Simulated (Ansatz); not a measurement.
# Cu: normal modes and further scans, part 2 of 2

Aim: for Cu, compute the harmonic modes and freeze in mode 4 at growing amplitude.

Ansatz 0.2.0; DFT r2SCAN, scalar-relativistic, plane waves, PAW. The steps go on from the part before.

## (6) Point x = 0.225 Å

Input file input.yaml:

```yaml
crystal:
  lattice:
    - [2.5305027254, 0.0, 0.0]
    - [-1.2652513627, 2.1914796445, 0.0]
    - [0.0, 0.0, 4.1298555601]
  atoms:
    - { symbol: Cu, position: [0.244418195, 0.6666666667, 0.25] }
    - { symbol: Cu, position: [0.755581805, 0.3333333333, 0.75] }
basis:
  ecutwfc: 500
kpoints:
  mp_grid: { grid: [30, 30, 14] }
hamiltonian:
  xc: r2scan
scf:
  occupations: { method: gaussian, width: 0.15 }
output:
  forces: true
  stress: true
  eigenvalues: true
```

The run is started by

```bash
$ ansatz run input.yaml --threads 2 --pin off --max-ram 5120MiB --backend cpu --events-out ev --progress --plain --runs-dir out
```

The program printed, shortened:

```text
Warning: RAYON_NUM_THREADS=2 ignored (pool sized by the plan → 2); use --threads N
[...]
Pseudopotentials: kind: paw
Pseudopotential: Cu, paw, valence charge 19, recommended cutoff 500 eV (meta_gga), Cu.paw.azcp
Functional definition: r2SCAN
[...]
Crystal: 2 atoms, lattice volume = 22.902 Å³
Basis set: ecut = 500 eV, 573 PW (Γ), exchange–correlation on 80×80×128 points (64 copies of the dense FFT grid, shifted against one another)
Bands: 23, of which v1, the nominal top of the filled ones, is band 19 counted from 1 (18 counted from 0)
Symmetry: 4 space group operations
Space group: P21/m (ITA 11), of the structure as read, at distance tolerance 2.8e-5 Å
k-points: 3616 of 12600
[...]
SCF iter   1: F=—  HF=-13262.359033 eV  |F-HF|=—  |Δ(HF+E_count)|=         —  Δρ=4.00e-2  dr2=2.00e-1  dr2_τ=1.53e-3  ethr=1.77e-3  ⟨swp⟩=4.8  Hψ=302252  notcnv=0
[...]
SCF iter   7: F=-13262.323298 eV  HF=-13262.323298 eV  |F-HF|=4.97e-9  |Δ(HF+E_count)|=   1.82e-7  Δρ=6.48e-6  dr2=6.67e-9  dr2_τ=4.12e-11  ethr=2.38e-10  ⟨swp⟩=5.2  Hψ=346096  notcnv=0
[...]
SCF converged after 7 iterations
Free energy (F): -13262.323298 eV
[...]
E sigma→0 (E₀):  -13262.320246 eV
Entropy (-TS):   -0.006103 eV (-3.052 meV/atom)
Fermi energy:    17.230922 eV
[...]
--- Forces (eV/Å), atoms counted from 1 ---
  atom   1  Cu     0.57300196     0.38581994     0.00000000
  atom   2  Cu    -0.57300196    -0.38581994     0.00000000
[...]
--- Stress (GPa, compression-positive) ---
       -1.623281       5.083084      -0.000000
        5.083084       0.349727      -0.000000
       -0.000000      -0.000000       9.256073
  P = ⅓ Tr σ = 2.6608 GPa (26.608 kbar)
--- Band table (eV; the first three rows and the last of 3616) ---
  k-point 0: bands = ["-99.2936", "-99.2719", "-55.2037", "-55.0862", "-55.0522", "-55.0400", "-55.0314", "-55.0251", "7.2690", "11.8589", "13.6034", "14.0166", "14.2539", "14.2646", "14.2723", "14.4600", "14.8742", "15.1253", "15.6180", "16.0844", "21.4057", "39.0589", "39.8556"]
[...]
```

Run time: 3.3 min. Hardware: 2 threads of Intel Xeon at 2.50GHz (Skylake/Cascade Lake), shared host; peak memory 2 GiB.

## (7) x = -0.150 Å

input.yaml: that of step 6 with these lines changed.

```diff
@@ -6,4 +6,4 @@
   atoms:
-    - { symbol: Cu, position: [0.244418195, 0.6666666667, 0.25] }
-    - { symbol: Cu, position: [0.755581805, 0.3333333333, 0.75] }
+    - { symbol: Cu, position: [0.3926100923, 0.6666666667, 0.25] }
+    - { symbol: Cu, position: [0.6073899077, 0.3333333333, 0.75] }
 basis:
```

The run is started by

```bash
$ ansatz run input.yaml --threads 2 --pin off --max-ram 5120MiB --backend cpu --events-out ev --progress --plain --runs-dir out
```

The program printed, shortened:

```text
[...]
SCF converged after 7 iterations
Free energy (F): -13262.397781 eV
[...]
E sigma→0 (E₀):  -13262.394722 eV
Entropy (-TS):   -0.006118 eV (-3.059 meV/atom)
Fermi energy:    17.225166 eV
[...]
--- Forces (eV/Å), atoms counted from 1 ---
  atom   1  Cu    -0.41114955     0.17813914     0.00000000
  atom   2  Cu     0.41114955    -0.17813914     0.00000000
[...]
--- Stress (GPa, compression-positive) ---
       -0.952219      -3.730177      -0.000000
       -3.730177      -0.021699       0.000000
       -0.000000       0.000000       4.646906
  P = ⅓ Tr σ = 1.2243 GPa (12.243 kbar)
--- Band table (eV; the first three rows and the last of 3616) ---
  k-point 0: bands = ["-99.2868", "-99.2681", "-55.1785", "-55.0777", "-55.0465", "-55.0362", "-55.0322", "-55.0304", "7.2619", "11.8262", "13.7804", "14.0235", "14.1858", "14.2725", "14.3263", "14.4383", "14.9557", "15.0508", "15.6050", "16.0719", "21.3830", "39.1313", "40.1528"]
[...]
```

Wall time 3.2 min (2 threads of Intel Xeon at 2.50GHz (Skylake/Cascade Lake), shared host); peak memory 2 GiB.

## (8) x = 0.075 Å

input.yaml: that of step 7 with these lines changed.

```diff
@@ -6,4 +6,4 @@
   atoms:
-    - { symbol: Cu, position: [0.3926100923, 0.6666666667, 0.25] }
-    - { symbol: Cu, position: [0.6073899077, 0.3333333333, 0.75] }
+    - { symbol: Cu, position: [0.3036949539, 0.6666666667, 0.25] }
+    - { symbol: Cu, position: [0.6963050461, 0.3333333333, 0.75] }
 basis:
```

The run is started by

```bash
$ ansatz run input.yaml --threads 2 --pin off --max-ram 5120MiB --backend cpu --events-out ev --progress --plain --runs-dir out
```

The program printed, shortened:

```text
Warning: RAYON_NUM_THREADS=2 ignored (pool sized by the plan → 2); use --threads N
[...]
Pseudopotentials: kind: paw
Pseudopotential: Cu, paw, valence charge 19, recommended cutoff 500 eV (meta_gga), Cu.paw.azcp
Functional definition: r2SCAN
[...]
Crystal: 2 atoms, lattice volume = 22.902 Å³
Basis set: ecut = 500 eV, 573 PW (Γ), exchange–correlation on 80×80×128 points (64 copies of the dense FFT grid, shifted against one another)
Bands: 23, of which v1, the nominal top of the filled ones, is band 19 counted from 1 (18 counted from 0)
Symmetry: 4 space group operations
Space group: P21/m (ITA 11), of the structure as read, at distance tolerance 2.8e-5 Å
k-points: 3616 of 12600
[...]
SCF iter   1: F=—  HF=-13262.480199 eV  |F-HF|=—  |Δ(HF+E_count)|=         —  Δρ=3.99e-2  dr2=1.99e-1  dr2_τ=1.45e-3  ethr=1.77e-3  ⟨swp⟩=4.8  Hψ=302130  notcnv=0
[...]
SCF iter   7: F=-13262.444850 eV  HF=-13262.444850 eV  |F-HF|=2.27e-9  |Δ(HF+E_count)|=   1.63e-7  Δρ=4.85e-6  dr2=3.66e-9  dr2_τ=2.61e-11  ethr=2.31e-10  ⟨swp⟩=5.1  Hψ=339689  notcnv=0
[...]
SCF converged after 7 iterations
Free energy (F): -13262.444850 eV
[...]
E sigma→0 (E₀):  -13262.441770 eV
Entropy (-TS):   -0.006160 eV (-3.080 meV/atom)
Fermi energy:    17.217860 eV
[...]
--- Forces (eV/Å), atoms counted from 1 ---
  atom   1  Cu     0.21315533     0.04425072     0.00000000
  atom   2  Cu    -0.21315533    -0.04425072     0.00000000
[...]
--- Stress (GPa, compression-positive) ---
       -0.538937       1.944325      -0.000000
        1.944325      -0.272617      -0.000000
       -0.000000      -0.000000       1.706308
  P = ⅓ Tr σ = 0.2983 GPa (2.983 kbar)
--- Band table (eV; the first three rows and the last of 3616) ---
  k-point 0: bands = ["-99.2821", "-99.2653", "-55.1620", "-55.0664", "-55.0418", "-55.0406", "-55.0330", "-55.0315", "7.2573", "11.8103", "13.9419", "14.0425", "14.1235", "14.2756", "14.3712", "14.4415", "14.7738", "15.2316", "15.5271", "16.0632", "21.3685", "39.3896", "40.1556"]
[...]
```

Run time: 3.5 min. Hardware: 2 threads of Intel Xeon at 2.50GHz (Skylake/Cascade Lake), shared host; peak memory 2 GiB.

## (9) At x = 0.263 Å

input.yaml: that of step 8 with these lines changed.

```diff
@@ -6,4 +6,4 @@
   atoms:
-    - { symbol: Cu, position: [0.3036949539, 0.6666666667, 0.25] }
-    - { symbol: Cu, position: [0.6963050461, 0.3333333333, 0.75] }
+    - { symbol: Cu, position: [0.2295990052, 0.6666666667, 0.25] }
+    - { symbol: Cu, position: [0.7704009948, 0.3333333333, 0.75] }
 basis:
```

The run is started by

```bash
$ ansatz run input.yaml --threads 2 --pin off --max-ram 5120MiB --backend cpu --events-out ev --progress --plain --runs-dir out
```

The program printed, shortened:

```text
Warning: RAYON_NUM_THREADS=2 ignored (pool sized by the plan → 2); use --threads N
[...]
Pseudopotentials: kind: paw
Pseudopotential: Cu, paw, valence charge 19, recommended cutoff 500 eV (meta_gga), Cu.paw.azcp
Functional definition: r2SCAN
[...]
Crystal: 2 atoms, lattice volume = 22.902 Å³
Basis set: ecut = 500 eV, 573 PW (Γ), exchange–correlation on 80×80×128 points (64 copies of the dense FFT grid, shifted against one another)
Bands: 23, of which v1, the nominal top of the filled ones, is band 19 counted from 1 (18 counted from 0)
Symmetry: 4 space group operations
Space group: P21/m (ITA 11), of the structure as read, at distance tolerance 2.8e-5 Å
k-points: 3616 of 12600
[...]
SCF iter   1: F=—  HF=-13262.313963 eV  |F-HF|=—  |Δ(HF+E_count)|=         —  Δρ=4.01e-2  dr2=2.01e-1  dr2_τ=1.56e-3  ethr=1.77e-3  ⟨swp⟩=4.8  Hψ=302136  notcnv=0
[...]
SCF iter   7: F=-13262.278061 eV  HF=-13262.278061 eV  |F-HF|=5.84e-9  |Δ(HF+E_count)|=   1.90e-7  Δρ=7.02e-6  dr2=7.82e-9  dr2_τ=4.60e-11  ethr=2.39e-10  ⟨swp⟩=5.1  Hψ=347495  notcnv=0
[...]
SCF converged after 7 iterations
Free energy (F): -13262.278061 eV
[...]
E sigma→0 (E₀):  -13262.275012 eV
Entropy (-TS):   -0.006098 eV (-3.049 meV/atom)
Fermi energy:    17.233302 eV
[...]
--- Forces (eV/Å), atoms counted from 1 ---
  atom   1  Cu     0.63022743     0.51044875     0.00000000
  atom   2  Cu    -0.63022743    -0.51044875     0.00000000
[...]
--- Stress (GPa, compression-positive) ---
       -2.065946       5.555423      -0.000000
        5.555423       0.578639      -0.000000
       -0.000000      -0.000000      12.052022
  P = ⅓ Tr σ = 3.5216 GPa (35.216 kbar)
--- Band table (eV; the first three rows and the last of 3616) ---
  k-point 0: bands = ["-99.2973", "-99.2737", "-55.2184", "-55.0888", "-55.0546", "-55.0416", "-55.0324", "-55.0224", "7.2733", "11.8829", "13.5177", "14.0178", "14.2567", "14.2719", "14.2862", "14.4509", "14.7931", "15.2003", "15.5991", "16.0917", "21.4196", "39.1001", "39.5964"]
[...]
```

It took 3.6 min on 2 threads of Intel Xeon at 2.50GHz (Skylake/Cascade Lake), shared host; peak memory 2 GiB.

## (10) All points together

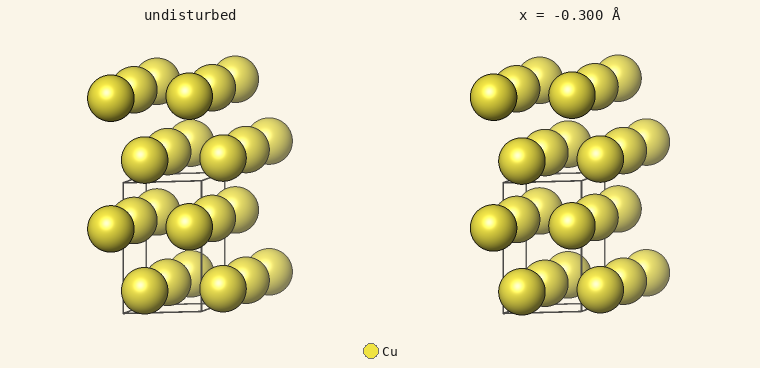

The undisturbed cell and the costliest point of the scan, at one scale, with neighbouring cells.

The scan, with free energies counted from the undisturbed cell:

```tsv
x (Å)	ΔE (meV/cell)	force along the mode (eV/Å)	pressure (GPa)
-0.300	231.7	1.335	4.4
-0.150	63.2	0.822	1.2
0.000	0.0	0.000	0.0
0.075	16.1	-0.426	0.3
0.225	137.7	-1.146	2.7
0.263	182.9	-1.260	3.5
```

Not run, since symmetry makes them alike: 0.300 repeats -0.300, -0.225 repeats 0.225, 0.150 repeats -0.150, -0.075 repeats 0.075. Energy, pressure and gap are the same there.

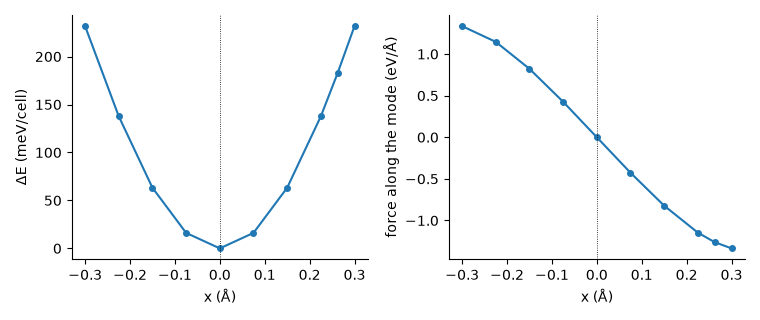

ΔE and force along the mode along the scan; points alike by symmetry are filled in.

## (11) Results

The summary covers parts 1 to 2.

| quantity | value |
| --- | --- |
| modes | 6 from 0 to 259 cm⁻¹ |
| harmonic wavenumber of the mode (frozen normal mode) | 111 cm⁻¹ |
| the same from the force at an amplitude of 0.075 Å (frozen normal mode) | 110 cm⁻¹ |

What this shows: Normal modes: no mode of this cell is imaginary beyond 10 cm⁻¹; other wave vectors were not probed. Frozen normal mode: the force at the smallest amplitude gives 110 cm⁻¹ against 111 cm⁻¹ from the phonon run, so the curve is close to a parabola there. No sampled point lies below the undisturbed cell.
